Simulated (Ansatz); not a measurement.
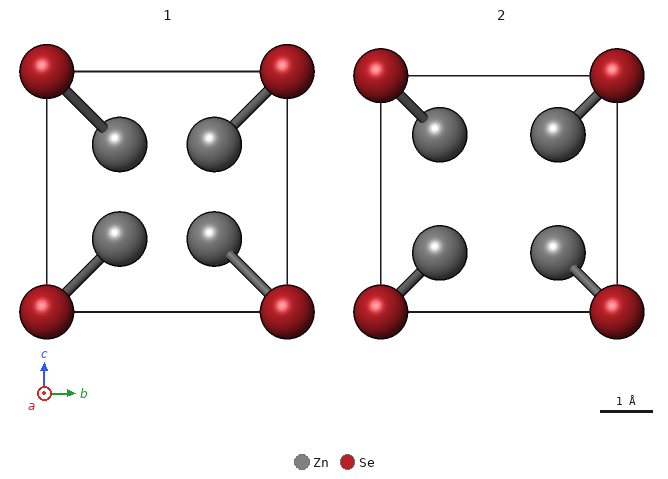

Two geometries of a crystal of Zn₄Se (a generated structure, set up in P-43m) (coarse preliminary run), drawn at one scale. One is the start of a relaxation, the other its converged end. The picture is a ball-and-stick view of the cell of the calculation, seen along the a axis.

All numbers below come from DFT PBE, scalar-relativistic, plane waves, PAW (Ansatz). Settings: plane-wave cutoff 420 eV; k-point mesh 4 × 4 × 4; occupations gaussian; smearing width 0.1 eV; no spin polarisation; cell and atoms relaxed; force threshold 0.04 eV/Å; at most 70 steps.

Which one is relaxed?

Answer. Structure 1 is the relaxed one. Over 5 accepted moves (6 points after the start) the energy falls by 1322 meV per atom. Largest force component: 5.2 eV/Å at the start, 0.0046 eV/Å at the end. The pressure goes from 28.94 to −0.02 GPa. At 1 point the geometry stayed and the basis and grid were re-selected for the new cell (energy shift of 0.4 meV per atom at most each time). The largest moves relative to the cell, 0.43 Å, are those of Zn atoms. Se stays in place. Cell: a = b = c 4.560 → 4.641 Å (+1.8 %). Volume +5.4 %. Among the contacts that change: Se–Zn 1.975 → 2.439 Å. The space group stays P-43m (No. 215).
